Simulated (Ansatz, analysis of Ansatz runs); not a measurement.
# Al3GaN4 (Pm), nudged elastic band: H transfer from N to N (q = +1), part 3 of 5

Aim: the barrier of one jump in Al3GaN4 (Pm) at charge +1: H transfer from N to N. The model is a cell of 96 host atoms with 1 H put in; H is the atom that moves.

Ansatz 0.2.0; plane-wave PAW DFT, PBEsol; nudged elastic band between two relaxed defect structures at fixed charge in a uniform background.

So far: The structure; Relaxation of the start point, charge +1; Relaxation of the end point, charge +1.

## Step 4: Nudged elastic band, charge +1

5 movable images are laid between the ends on a pair-potential path, which keeps atoms from colliding in the first guess. Each image feels the true force across the path and a spring force along it. The highest image is set to climb to the top of the path.

This step: plane-wave PAW DFT, PBEsol; nudged elastic band between two relaxed defect structures at fixed charge in a uniform background.

File qp1.neb/input.yaml:

```yaml
crystal:
  lattice:
    - [10.08692303, 0.0, 0.00025291]
    - [0.0, 9.39015873, 0.0]
    - [-0.00644803, 0.0, 10.83602103]
  atoms:
    - { symbol: Al, position: [0.25053947, 0.16659743, 0.08332311] }
    - { symbol: Al, position: [0.00118995, 0.16658447, 0.4167074] }
    - { symbol: Al, position: [0.00144429, 8.271e-05, 0.16537278] }
    - { symbol: Ga, position: [0.25006325, 4.11e-05, 0.33225688] }
    - { symbol: "N", position: [0.05633357, 9.665e-05, 0.33279634] }
    - { symbol: "N", position: [0.0619914, 0.16675281, 0.08311672] }
    - { symbol: "N", position: [0.31282608, 0.16687181, 0.41971527] }
    - { symbol: "N", position: [0.31240925, 4.556e-05, 0.16263708] }
    - { symbol: Al, position: [0.24994969, 0.16663959, 0.58285492] }
    - { symbol: Al, position: [0.00141365, 0.16642465, 0.91716796] }
    - { symbol: Al, position: [0.00146639, 8.08e-05, 0.66572469] }
    - { symbol: Ga, position: [0.24999381, 5.208e-05, 0.83290555] }
    - { symbol: "N", position: [0.05639831, 9.441e-05, 0.8326799] }
    - { symbol: "N", position: [0.06118709, 0.16730361, 0.58331797] }
    - { symbol: "N", position: [0.31314986, 0.167024, 0.9194344] }
    - { symbol: "N", position: [0.3119502, 5.398e-05, 0.66258848] }
    - { symbol: Al, position: [0.25051006, 0.50003851, 0.08338504] }
    - { symbol: Al, position: [-0.00129122, 0.50010489, 0.41573079] }
    - { symbol: Al, position: [0.00152627, 0.33338557, 0.1649252] }
    - { symbol: Ga, position: [0.2497719, 0.33304699, 0.33265455] }
    - { symbol: "N", position: [0.05578629, 0.33395864, 0.33288343] }
    - { symbol: "N", position: [0.06194667, 0.5000808, 0.08291791] }
    - { symbol: "N", position: [0.31513836, 0.50010934, 0.4215332] }
    - { symbol: "N", position: [0.31222703, 0.3334995, 0.16303205] }
    - { symbol: Al, position: [0.24296713, 0.50004136, 0.58325716] }
    - { symbol: Al, position: [0.00117365, 0.50009789, 0.9171208] }
    - { symbol: Al, position: [-0.00109599, 0.33243955, 0.66588215] }
    - { symbol: Ga, position: [0.24954104, 0.3335323, 0.83309059] }
    - { symbol: "N", position: [0.05561388, 0.33343224, 0.83217329] }
    - { symbol: "N", position: [0.05711889, 0.50008074, 0.58296067] }
    - { symbol: "N", position: [0.31284611, 0.50010555, 0.91953085] }
    - { symbol: "N", position: [0.31343523, 0.334902, 0.66194493] }
    - { symbol: Al, position: [0.25054036, 0.83348169, 0.08331433] }
    - { symbol: Al, position: [0.00119204, 0.83361884, 0.41670631] }
    - { symbol: Al, position: [0.00153062, 0.66678114, 0.16492387] }
    - { symbol: Ga, position: [0.24977742, 0.66705025, 0.33264996] }
    - { symbol: "N", position: [0.05579554, 0.66623566, 0.33288207] }
    - { symbol: "N", position: [0.06199079, 0.83341158, 0.0831132] }
    - { symbol: "N", position: [0.31283244, 0.83333189, 0.4197221] }
    - { symbol: "N", position: [0.31222903, 0.66659771, 0.16301991] }
    - { symbol: Al, position: [0.24995024, 0.8334331, 0.58285994] }
    - { symbol: Al, position: [0.00141224, 0.83377398, 0.91716563] }
    - { symbol: Al, position: [-0.00109533, 0.66772484, 0.66588012] }
    - { symbol: Ga, position: [0.24953612, 0.66655957, 0.8330909] }
    - { symbol: "N", position: [0.05561015, 0.66675328, 0.83217637] }
    - { symbol: "N", position: [0.06119455, 0.83285421, 0.58331516] }
    - { symbol: "N", position: [0.31314804, 0.83319692, 0.91941878] }
    - { symbol: "N", position: [0.31343321, 0.66520025, 0.66195775] }
    - { symbol: Al, position: [0.75135539, 0.16626137, 0.08316788] }
    - { symbol: Al, position: [0.50025179, 0.16600809, 0.41617951] }
    - { symbol: Al, position: [0.50113955, 8.246e-05, 0.16575161] }
    - { symbol: Ga, position: [0.7504948, 4.825e-05, 0.33215659] }
    - { symbol: "N", position: [0.55635266, 9.785e-05, 0.33283815] }
    - { symbol: "N", position: [0.56237628, 0.16590344, 0.08315142] }
    - { symbol: "N", position: [0.81324654, 0.16666168, 0.41952869] }
    - { symbol: "N", position: [0.81258313, 4.702e-05, 0.1628042] }
    - { symbol: Al, position: [0.75132101, 0.16541875, 0.58259249] }
    - { symbol: Al, position: [0.50083521, 0.16529311, 0.91846845] }
    - { symbol: Al, position: [0.50051828, 8.286e-05, 0.66548127] }
    - { symbol: Ga, position: [0.75055018, 4.484e-05, 0.83268711] }
    - { symbol: "N", position: [0.55615075, 9.757e-05, 0.8322262] }
    - { symbol: "N", position: [0.56232787, 0.16515926, 0.58235716] }
[... 2 lines left out ...]
    - { symbol: Al, position: [0.75095895, 0.50003997, 0.0834047] }
    - { symbol: Al, position: [0.501904, 0.50011389, 0.40275174] }
    - { symbol: Al, position: [0.50096223, 0.33218959, 0.16333471] }
    - { symbol: Ga, position: [0.7511977, 0.33172142, 0.33124165] }
[... 4 lines left out ...]
    - { symbol: Al, position: [0.7544611, 0.50004051, 0.58291315] }
    - { symbol: Al, position: [0.50032, 0.50009981, 0.91788798] }
    - { symbol: Al, position: [0.50139452, 0.32112595, 0.67191449] }
    - { symbol: Ga, position: [0.75094167, 0.33305345, 0.83441579] }
[... 7 lines left out ...]
    - { symbol: Ga, position: [0.75120012, 0.66838477, 0.33123821] }
[... 7 lines left out ...]
    - { symbol: Ga, position: [0.75093878, 0.6670318, 0.83441154] }
[... 4 lines left out ...]
    - { symbol: H, position: [0.45220675, 0.50006387, 0.57938224] }
total_charge: 1
basis:
  ecutwfc: 420
  xc_grid: 2
hamiltonian:
  xc: pbesol
kpoints:
  mp_grid: { grid: [1, 1, 1], shift: [0.25, 0.25, 0.25] }
scf:
  occupations: { method: fixed }
  max_iter: 120
output:
  forces: true
neb:
  images: 5
  f_tol: 0.04
  climbing: true
  initial_path: idpp
  max_iterations: 45
  order_check: false
  final_atoms:
[... 3 lines left out ...]
    - { symbol: Ga, position: [0.2511094, 4.785e-05, 0.33257352] }
[... 7 lines left out ...]
    - { symbol: Ga, position: [0.2504195, 4.204e-05, 0.83260829] }
[... 7 lines left out ...]
    - { symbol: Ga, position: [0.24197776, 0.32832112, 0.33004474] }
[... 7 lines left out ...]
    - { symbol: Ga, position: [0.25077561, 0.33323956, 0.83384015] }
[... 7 lines left out ...]
    - { symbol: Ga, position: [0.24203645, 0.67177963, 0.3300271] }
[... 7 lines left out ...]
    - { symbol: Ga, position: [0.25077343, 0.66686073, 0.83384211] }
[... 7 lines left out ...]
    - { symbol: Ga, position: [0.74837691, 5.269e-05, 0.33291046] }
[... 7 lines left out ...]
    - { symbol: Ga, position: [0.75016631, 4.315e-05, 0.83250563] }
[... 7 lines left out ...]
    - { symbol: Ga, position: [0.75793353, 0.32113703, 0.32631271] }
[... 5 lines left out ...]
    - { symbol: Al, position: [0.50087649, 0.50010006, 0.91734806] }
    - { symbol: Al, position: [0.5005062, 0.33356809, 0.6658318] }
    - { symbol: Ga, position: [0.74951839, 0.33213875, 0.83490613] }
[... 4 lines left out ...]
    - { symbol: Al, position: [0.74997045, 0.8350195, 0.0818546] }
    - { symbol: Al, position: [0.50015852, 0.83267379, 0.41768294] }
    - { symbol: Al, position: [0.50044144, 0.66652937, 0.16597904] }
    - { symbol: Ga, position: [0.75794246, 0.67900526, 0.32627755] }
    - { symbol: "N", position: [0.56105601, 0.66878445, 0.33207876] }
    - { symbol: "N", position: [0.56138122, 0.83319981, 0.0837115] }
    - { symbol: "N", position: [0.81410129, 0.83651221, 0.42172605] }
    - { symbol: "N", position: [0.81310289, 0.66732438, 0.15906913] }
    - { symbol: Al, position: [0.74975321, 0.83413422, 0.5846794] }
    - { symbol: Al, position: [0.50087016, 0.83368295, 0.91721799] }
    - { symbol: Al, position: [0.50050835, 0.66658919, 0.6658324] }
    - { symbol: Ga, position: [0.74951653, 0.66796077, 0.83491072] }
    - { symbol: "N", position: [0.55579416, 0.66682741, 0.83309783] }
    - { symbol: "N", position: [0.56110432, 0.83284258, 0.58336803] }
    - { symbol: "N", position: [0.81362137, 0.83439798, 0.91980675] }
    - { symbol: "N", position: [0.81362392, 0.6699046, 0.6655483] }
    - { symbol: H, position: [0.38779459, 0.49983799, 0.41232694] }
```

Command:

```sh
$ ansatz run input.yaml --threads 32 --pin off --max-ram 84787MiB --backend cuda --events-out ev --progress --plain --runs-dir out --max-vram 78GiB
```

Numbers of over 12 decimals in the logs are rounded to 6 here.

The program printed:

```text
[...]
Warning: neb: disabling space-group detection — the band's intermediate images generally break the endpoint symmetry, so the full k-mesh is solved, and no spatial operation symmetrises the density, except that a semilocal band can use its path's symmetry [...]
[...]
parallel-image band execution: 3 concurrent image workers
NEB image 0
[...]
Crystal: 97 atoms, lattice volume = 1026.364 Å³
Basis set: ecut = 420 eV, 20007 PW (Γ), exchange–correlation on 144×128×150 points (8 copies of the dense FFT grid, shifted against one another)
Bands: 349, of which v1, the nominal top of the filled ones, is band 252 counted from 1 (251 counted from 0)
Symmetry: 1 space group operations
k-points: 1
[...]
SCF iter   1: F=—  HF=-82112.295260 eV  |F-HF|=—  |Δ(HF+E_count)|=         —  Δρ=9.69e-3  dr2=1.25e0  ethr=1.77e-3  ⟨swp⟩=5.0  Hψ=1163  notcnv=0  defer=95
[...]
SCF iter   2: F=—  HF=-82111.935343 eV  |F-HF|=—  |Δ(HF+E_count)|=   3.60e-1  Δρ=1.95e-3  dr2=7.89e-2  ethr=2.49e-4  ⟨swp⟩=2.0  Hψ=476  notcnv=0  defer=95
[...]
SCF iter   9: F=-82111.898871 eV  HF=-82111.898871 eV  |F-HF|=4.99e-8  |Δ(HF+E_count)|=   2.79e-8  Δρ=2.42e-6  dr2=6.54e-8  ethr=1.98e-11  ⟨swp⟩=4.0  Hψ=998  notcnv=0
SCF 1 converged in 9 iterations: F = -82111.898871 eV  dr2 = 6.54e-8
[...]
NSCF: frozen V_eff on 1 k-points
NEB image 6
[...]
SCF 2 converged in 10 iterations: F = -82112.077214 eV  dr2 = 4.19e-9
[...]
SCF 3 converged in 10 iterations: F = -82111.230948 eV  dr2 = 5.84e-9
[...]
SCF 5 converged in 10 iterations: F = -82110.210388 eV  dr2 = 1.96e-8
[...]
SCF 7 converged in 9 iterations: F = -82111.492946 eV  dr2 = 9.48e-8
[...]
SCF 9 converged in 9 iterations: F = -82111.057540 eV  dr2 = 1.06e-8
[...]
SCF 11 converged in 8 iterations: F = -82111.619499 eV  dr2 = 6.90e-8
[...]
SCF 13 converged in 9 iterations: F = -82111.583269 eV  dr2 = 1.39e-8
[...]
SCF 15 converged in 9 iterations: F = -82111.516688 eV  dr2 = 2.04e-8
[...]
SCF 17 converged in 8 iterations: F = -82111.932845 eV  dr2 = 3.05e-8
[...]
SCF 19 converged in 8 iterations: F = -82111.308983 eV  dr2 = 9.56e-8
[...]
SCF 21 converged in 9 iterations: F = -82111.756717 eV  dr2 = 1.03e-8
[...]
SCF 23 converged in 6 iterations: F = -82111.772627 eV  dr2 = 5.83e-8
[...]
SCF 25 converged in 7 iterations: F = -82111.732534 eV  dr2 = 6.29e-8
[...]
SCF 27 converged in 7 iterations: F = -82112.044433 eV  dr2 = 1.60e-8
[...]
SCF 29 converged in 8 iterations: F = -82111.373422 eV  dr2 = 2.89e-8
[...]
SCF 31 converged in 7 iterations: F = -82111.880914 eV  dr2 = 7.44e-8
[...]
SCF 33 converged in 6 iterations: F = -82111.766906 eV  dr2 = 4.40e-8
[...]
SCF 35 converged in 8 iterations: F = -82111.787752 eV  dr2 = 6.47e-9
[...]
SCF 37 converged in 6 iterations: F = -82112.043526 eV  dr2 = 2.24e-8
[...]
SCF 39 converged in 7 iterations: F = -82111.363964 eV  dr2 = 3.81e-8
[...]
SCF 41 converged in 6 iterations: F = -82111.889049 eV  dr2 = 6.29e-8
[...]
SCF 43 converged in 6 iterations: F = -82111.787882 eV  dr2 = 7.44e-9
[...]
SCF 45 converged in 6 iterations: F = -82111.776794 eV  dr2 = 2.23e-8
[...]
SCF 47 converged in 5 iterations: F = -82112.041161 eV  dr2 = 8.50e-8
[...]
- { symbol: Al, position: [0.249110, 0.834018, 0.585112] }
    - { symbol: Al, position: [0.000868, 0.833632, 0.917718] }
    - { symbol: Al, position: [-0.002768, 0.667831, 0.666537] }
    - { symbol: Ga, position: [0.248405, 0.667282, 0.835520] }
    - { symbol: N, position: [0.054507, 0.666675, 0.833017] }
    - { symbol: N, position: [0.060481, 0.833126, 0.584266] }
    - { symbol: N, position: [0.313102, 0.833269, 0.921347] }
    - { symbol: N, position: [0.309125, 0.666640, 0.664858] }
    - { symbol: Al, position: [0.751873, 0.166270, 0.082140] }
    - { symbol: Al, position: [0.501551, 0.165505, 0.416203] }
    - { symbol: Al, position: [0.502295, 8.289868161839384e-5, 0.164570] }
    - { symbol: Ga, position: [0.751440, 4.708277593951478e-5, 0.331885] }
    - { symbol: N, position: [0.557311, 0.000105, 0.331968] }
    - { symbol: N, position: [0.562845, 0.165846, 0.081089] }
    - { symbol: N, position: [0.814530, 0.166240, 0.419675] }
    - { symbol: N, position: [0.813071, 4.954402571591309e-5, 0.162319] }
    - { symbol: Al, position: [0.749876, 0.166038, 0.582632] }
    - { symbol: Al, position: [0.500747, 0.166070, 0.916017] }
    - { symbol: Al, position: [0.500153, 8.018539253728801e-5, 0.664836] }
    - { symbol: Ga, position: [0.749748, 4.676877033649039e-5, 0.832209] }
    - { symbol: N, position: [0.555688, 9.655915288226187e-5, 0.831330] }
    - { symbol: N, position: [0.560943, 0.166750, 0.582177] }
    - { symbol: N, position: [0.812975, 0.166737, 0.918617] }
    - { symbol: N, position: [0.811347, 4.3845388562887965e-5, 0.662341] }
    - { symbol: Al, position: [0.751989, 0.500038, 0.082697] }
    - { symbol: Al, position: [0.519794, 0.500118, 0.396614] }
    - { symbol: Al, position: [0.502016, 0.331515, 0.161290] }
    - { symbol: Ga, position: [0.754532, 0.329673, 0.329590] }
    - { symbol: N, position: [0.560258, 0.328167, 0.327178] }
    - { symbol: N, position: [0.562546, 0.500076, 0.082274] }
    - { symbol: N, position: [0.808542, 0.500121, 0.418107] }
    - { symbol: N, position: [0.814819, 0.333105, 0.161192] }
    - { symbol: Al, position: [0.747855, 0.500047, 0.581605] }
    - { symbol: Al, position: [0.500112, 0.500102, 0.916383] }
    - { symbol: Al, position: [0.497616, 0.328954, 0.666685] }
    - { symbol: Ga, position: [0.749192, 0.333350, 0.833064] }
    - { symbol: N, position: [0.555065, 0.333806, 0.831652] }
    - { symbol: N, position: [0.547325, 0.500089, 0.575639] }
    - { symbol: N, position: [0.812409, 0.500104, 0.918981] }
    - { symbol: N, position: [0.807491, 0.334539, 0.661646] }
    - { symbol: Al, position: [0.751878, 0.833812, 0.082137] }
    - { symbol: Al, position: [0.501549, 0.834710, 0.416208] }
    - { symbol: Al, position: [0.502013, 0.668656, 0.161274] }
    - { symbol: Ga, position: [0.754548, 0.670444, 0.329584] }
    - { symbol: N, position: [0.560271, 0.672060, 0.327156] }
    - { symbol: N, position: [0.562851, 0.834323, 0.081081] }
    - { symbol: N, position: [0.814543, 0.833975, 0.419673] }
    - { symbol: N, position: [0.814826, 0.666995, 0.161193] }
    - { symbol: Al, position: [0.749876, 0.834035, 0.582633] }
    - { symbol: Al, position: [0.500751, 0.834133, 0.916012] }
    - { symbol: Al, position: [0.497610, 0.671200, 0.666679] }
    - { symbol: Ga, position: [0.749189, 0.666742, 0.833062] }
    - { symbol: N, position: [0.555062, 0.666382, 0.831653] }
    - { symbol: N, position: [0.560933, 0.833397, 0.582176] }
    - { symbol: N, position: [0.812971, 0.833476, 0.918611] }
    - { symbol: N, position: [0.807493, 0.665563, 0.661644] }
    - { symbol: H, position: [0.421442, 0.500011, 0.524450] }
```

Wall time 21 s (1 × NVIDIA GB200 with 32 threads of Arm Neoverse V2, shared host); peak memory 2.2 GiB; 92 s of CPU time.

Images along the path:

| image | path (Å) | energy (eV) | H97: x, y, z (Å) |
| --- | --- | --- | --- |
| 0 | 0.000 | 0.0000 | 4.558, 4.696, 6.278 |
| 1 | 0.416 | 0.1110 | 4.503, 4.696, 5.948 |
| 2 | 0.833 | 0.5349 | 4.248, 4.695, 5.683 |
| 3 | 1.284 | 0.1221 | 3.931, 4.681, 5.447 |
| 4 | 1.735 | 0.0097 | 3.898, 4.683, 5.192 |
| 5 | 2.186 | -0.1423 | 3.904, 4.690, 4.877 |
| 6 | 2.637 | -0.1783 | 3.909, 4.694, 4.468 |

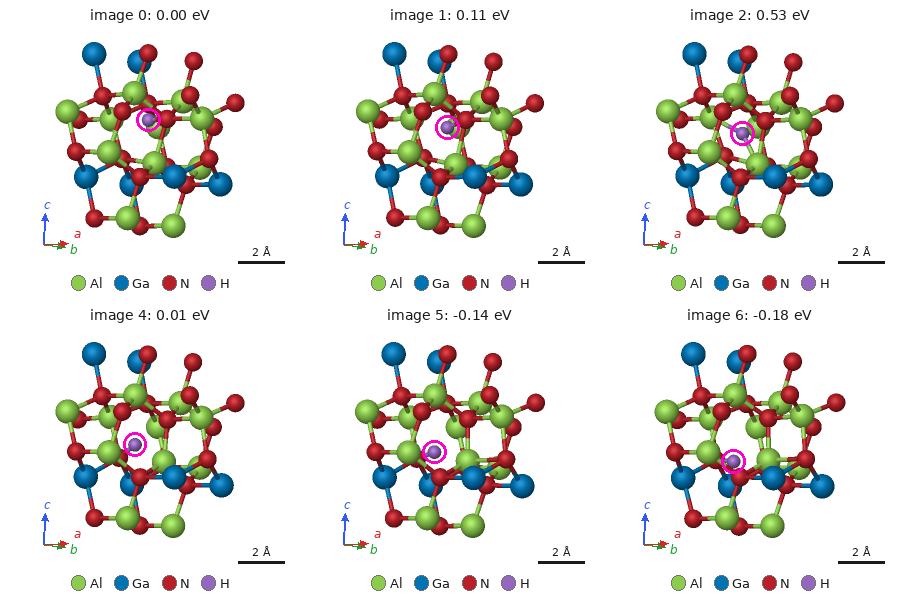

Images along the path; H97 is ringed.

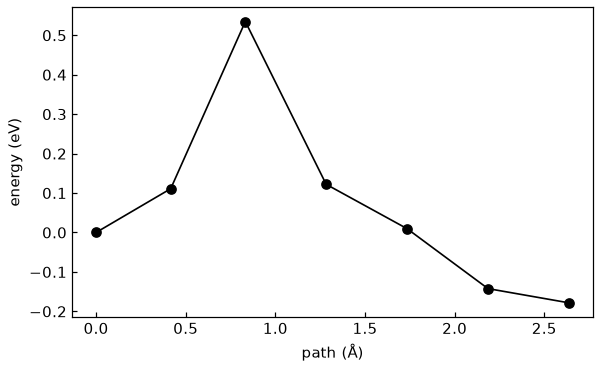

Energy along the path.

Read from the output:

```
free energy      : -82111.3640 eV
barrier forward  : 0.5349 eV
barrier backward : 0.7132 eV
end less start   : -0.1783 eV
hop length       : 1.923 Å
```

Track of the atom that was set to move:

| image | x (Å) | y (Å) | z (Å) | nearest neighbour | distance (Å) |
| --- | --- | --- | --- | --- | --- |
| 0 | 4.558 | 4.696 | 6.278 | N | 1.046 |
| 1 | 4.503 | 4.696 | 5.948 | N | 1.084 |
| 2 | 4.248 | 4.695 | 5.683 | N | 1.384 |
| 3 | 3.931 | 4.681 | 5.447 | N | 1.073 |
| 4 | 3.898 | 4.683 | 5.192 | N | 1.042 |
| 5 | 3.904 | 4.69 | 4.877 | N | 1.027 |
| 6 | 3.909 | 4.694 | 4.468 | N | 1.021 |

The band met its tolerance of 0.04 eV/Å after 9 iterations, with image 2 on top (the start counts as 0). H97, which moves farthest between the ends, has 1 N at 1.05 Å nearest at the start and 2 N at 1.38 Å at the top.

(Continued in part 4 of 5.)

[Logs are printed without paths, hosts, clocks, repeated set-up lines and the standing remarks that a program may print on its own settings, such as how far it seeks lower states.]

[Hosts, paths, dates, database ids (printed as entryN), source tags and the programs' standing remarks are cut or masked in the printed files.]
